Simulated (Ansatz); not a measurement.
**A computed series for PbS: alloy series**

Base system: PbS in the rock salt structure (space group Fm-3m, No. 225; a = 6.009 Å).

The other end (x = 1) is PbTe in the rock salt structure (space group Fm-3m, No. 225): 35.44 Å³/atom, gap 0.83 eV.

Te replaces a fraction x of S; each row is one arrangement (x, atoms in the cell, starting space group or random), fully relaxed.

Calculations: plane-wave PAW DFT at the PBE level (Ansatz, a first-principles code, 420 eV), without spin-orbit coupling, earlier PAW set.

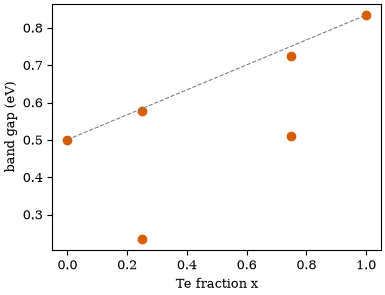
Band gap against Te fraction x; the dashed line joins the ends

```tsv
Te fraction x	band gap
x(Te) = 0.25, 8 atoms, R-3m	0.58 eV
x(Te) = 0.25, 8 atoms, Pm-3m	0.23 eV
x(Te) = 0.75, 8 atoms, Cmmm	0.51 eV
x(Te) = 0.75, 8 atoms, C2/m	0.73 eV
```

These are small ordered cells, not random alloys; other orderings at the same x differ. With Pb and Te present, leaving out spin-orbit coupling can change the band edges. Stability against distortions was not tested. A zero or small gap of Pb4TeS3 can be the functional's error rather than a property of the material.
